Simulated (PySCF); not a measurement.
## C$_{3}$H$_{8}$F$_{2}$Si: one change and its effect

System: C$_{3}$H$_{8}$F$_{2}$Si, SMILES FC(F)CC[SiH3].
Method of run 1: GIAO PBE0/STO-3G NMR shielding, non-relativistic, gas phase (PySCF 2.14.0).

The geometry comes from this level: PBE0-D3(BJ)/def2-SVP. Text and figures count atoms from 1; the logs count them from 0 in places.

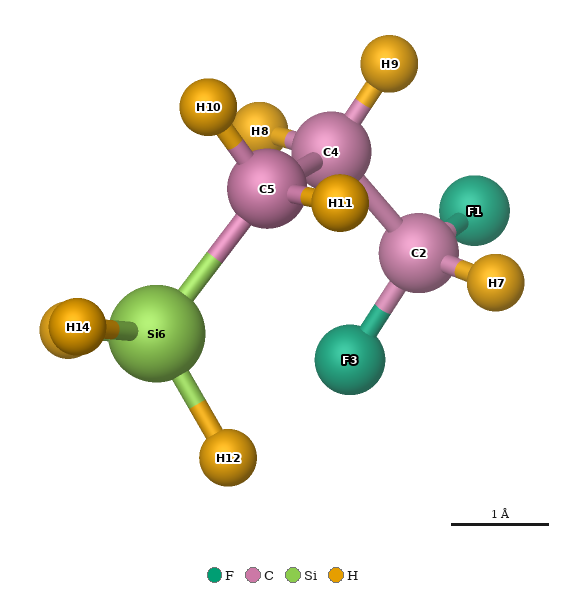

Figure 1. The input geometry (ball-and-stick view, seen at a tilt; atoms are numbered from 1 in the order of the input).

**Input file, run 1**
```
{"job": {"kind": "nmr", "xc": "PBE0", "basis": "STO-3G", "pop": true}, "charge": 0, "multiplicity": 1}
F     -2.782376    -0.610691    -0.674777
C     -1.650848     0.078597    -0.413407
F     -1.034470     0.313885    -1.602325
C     -0.749438    -0.724886     0.484465
C      0.539039    -0.009883     0.879803
Si     1.748304     0.480583    -0.500013
H     -1.935268     1.058141     0.013088
H     -0.535953    -1.668182    -0.045793
H     -1.336663    -0.989927     1.378655
H      1.108755    -0.662578     1.561543
H      0.311479     0.897198     1.468010
H      1.314048     1.700959    -1.239776
H      1.932824    -0.649662    -1.459774
H      3.066542     0.776776     0.144104
```

The first line tells a small driver script what to run in PySCF; the rest is the geometry in Å.

Launched with:
```bash
OMP_NUM_THREADS=1 python <driver script> task.json out
```

Hardware: 1 CPU thread, shared host.

**Output (run 1)**
```
coarse grid: 12016 points
cycle   1  E = -600.1647609371  dE =  3.455e-01  |g| = 5.663e-01  |ddm| = 4.336e+00
cycle   2  E = -600.1859091611  dE = -2.115e-02  |g| = 5.597e-01  |ddm| = 1.476e+00
cycle   3  E = -600.2759221460  dE = -9.001e-02  |g| = 2.376e-02  |ddm| = 6.936e-01
cycle   4  E = -600.2761020530  dE = -1.799e-04  |g| = 9.414e-03  |ddm| = 4.922e-02
cycle   5  E = -600.2761292545  dE = -2.720e-05  |g| = 2.034e-03  |ddm| = 1.573e-02
cycle   6  E = -600.2761306857  dE = -1.431e-06  |g| = 2.780e-04  |ddm| = 3.377e-03
final grid: 111736 points
cycle   7  E = -600.2311729750  dE = -7.087e-06  |g| = 4.118e-03  |ddm| = 1.282e-02
cycle   8  E = -600.2311734585  dE = -4.835e-07  |g| = 3.946e-03  |ddm| = 1.053e-02
cycle   9  E = -600.2311782147  dE = -4.756e-06  |g| = 8.512e-05  |ddm| = 5.181e-03
cycle  10  E = -600.2311782173  dE = -2.598e-09  |g| = 2.768e-05  |ddm| = 1.759e-04
cycle  11  E = -600.2311782175  dE = -2.568e-10  |g| = 6.618e-06  |ddm| = 4.736e-05
converged SCF energy = -600.2311782175

GIAO shielding tensors (ppm)
atom      isotropic    diamagn.    paramagn.     s11        s22        s33       span
  0 F      418.994     452.163     -33.168    371.641    410.942    474.401    102.761
  1 C      148.953     251.617    -102.664    115.325    155.025    176.510     61.185
  2 F      421.234     456.777     -35.542    375.700    414.017    473.986     98.286
  3 C      209.195     244.360     -35.165    200.161    209.192    218.232     18.071
  4 C      227.718     243.821     -16.102    216.597    222.638    243.919     27.323
  5 Si     580.038     868.582    -288.544    557.908    560.889    621.316     63.408
  6 H       29.887      31.003      -1.117     26.138     28.481     35.041      8.902
  7 H       31.637      31.689      -0.052     26.651     29.585     38.674     12.023
  8 H       31.546      30.540       1.006     25.269     29.486     39.885     14.616
  9 H       32.233      30.680       1.553     25.454     29.613     41.634     16.179
 10 H       32.503      31.504       0.999     26.680     29.795     41.034     14.353
 11 H       30.905      31.392      -0.487     26.761     29.485     36.468      9.706
 12 H       30.874      31.364      -0.490     26.978     28.889     36.756      9.778
 13 H       30.891      30.091       0.800     26.798     28.011     37.863     11.065
```

The input of run 2 differs as follows (lines with − go, lines with + come):
```diff
-"basis": "STO-3G"
+"basis": "aug-cc-pVDZ"
```

Predict how the results change.

The total energy of run 2 is 4806.1 kcal/mol lower, which measures the change of basis and not a stability. The HOMO goes from −5.09 to −8.86 eV. The LUMO goes from 8.14 to −0.22 eV. The dipole moment goes from 1.20 to 2.32 D. Of all shieldings, the largest change is that of F3, by −107.4 ppm. Diffuse functions give room to the loosely bound empty orbitals, which lowers the LUMO. The SCF takes 12 iterations against 11. The basis functions go from 42 to 214.

**Output (run 2)**
```
coarse grid: 12016 points
cycle   1  E = -607.8066815882  dE =  4.707e-01  |g| = 6.289e-01  |ddm| = 7.823e+00
cycle   2  E = -607.7500556063  dE =  5.663e-02  |g| = 8.736e-01  |ddm| = 2.102e+00
cycle   3  E = -607.8793585632  dE = -1.293e-01  |g| = 5.442e-02  |ddm| = 1.167e+00
cycle   4  E = -607.8797581572  dE = -3.996e-04  |g| = 2.826e-02  |ddm| = 1.390e-01
cycle   5  E = -607.8799420443  dE = -1.839e-04  |g| = 4.633e-03  |ddm| = 6.212e-02
cycle   6  E = -607.8799472367  dE = -5.192e-06  |g| = 1.220e-03  |ddm| = 1.111e-02
final grid: 111736 points
cycle   7  E = -607.8902436751  dE = -3.121e-05  |g| = 8.213e-03  |ddm| = 1.525e-01
cycle   8  E = -607.8902312266  dE =  1.245e-05  |g| = 1.148e-02  |ddm| = 3.637e-02
cycle   9  E = -607.8902589765  dE = -2.775e-05  |g| = 7.038e-04  |ddm| = 1.854e-02
cycle  10  E = -607.8902590660  dE = -8.949e-08  |g| = 2.221e-04  |ddm| = 1.561e-03
cycle  11  E = -607.8902590744  dE = -8.466e-09  |g| = 4.813e-05  |ddm| = 4.026e-04
cycle  12  E = -607.8902590750  dE = -5.321e-10  |g| = 1.874e-05  |ddm| = 1.411e-04
converged SCF energy = -607.8902590750

GIAO shielding tensors (ppm)
atom      isotropic    diamagn.    paramagn.     s11        s22        s33       span
  0 F      313.439     479.951    -166.512    213.175    344.235    382.907    169.733
  1 C       79.234     222.969    -143.735     57.677     85.723     94.302     36.624
  2 F      313.875     472.163    -158.288    225.010    335.489    381.127    156.117
  3 C      161.689     214.218     -52.529    147.860    161.919    175.289     27.429
  4 C      190.658     207.591     -16.933    182.292    188.512    201.171     18.879
  5 Si     474.122     892.128    -418.005    450.451    454.721    517.196     66.745
  6 H       25.615      31.426      -5.811     23.119     25.156     28.569      5.450
  7 H       29.547      26.660       2.887     26.166     28.741     33.735      7.569
  8 H       29.266      27.457       1.809     24.222     28.767     34.809     10.587
  9 H       30.322      29.310       1.012     25.019     28.794     37.154     12.135
 10 H       30.599      29.239       1.361     26.157     28.809     36.831     10.674
 11 H       27.302      28.625      -1.324     23.810     26.339     31.756      7.947
 12 H       27.383      28.471      -1.087     24.352     25.811     31.987      7.635
 13 H       27.432      27.565      -0.133     24.022     25.182     33.092      9.069
```

**The two runs side by side**

| quantity | run 1 | run 2 |
| --- | --- | --- |
| outcome | converged | converged |
| total energy (hartree) | −600.231178 | −607.890259 |
| HOMO (eV) | −5.09 | −8.86 |
| LUMO (eV) | 8.14 | −0.22 |
| dipole moment (D) | 1.20 | 2.32 |
| shielding of F1 (ppm) | 419.0 | 313.4 |
| shielding of C2 (ppm) | 149.0 | 79.2 |
| shielding of F3 (ppm) | 421.2 | 313.9 |
| shielding of C4 (ppm) | 209.2 | 161.7 |
| shielding of C5 (ppm) | 227.7 | 190.7 |
| shielding of Si6 (ppm) | 580.0 | 474.1 |
| shielding of H7 (ppm) | 29.9 | 25.6 |
| SCF iterations | 11 | 12 |
| basis functions | 42 | 214 |
| wall time (shared host) | 5.5 s | 40 s |
